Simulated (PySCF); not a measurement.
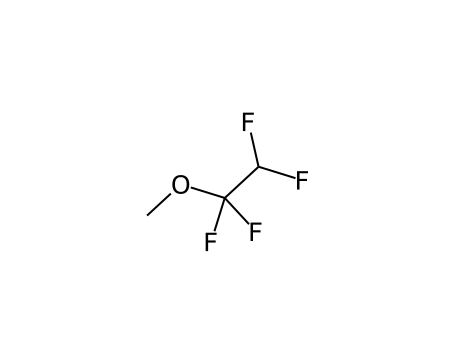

The picture comes from a calculation with PySCF.

A structural formula.

**Transcribe the drawing into SMILES.**

COC(F)(F)C(F)F

**What is the molecular formula?**

C3H4F4O.

**An optimisation with PBE0-D3(BJ)/def2-SVP gave a structure of which point group?**

C1. Other conformers may differ.
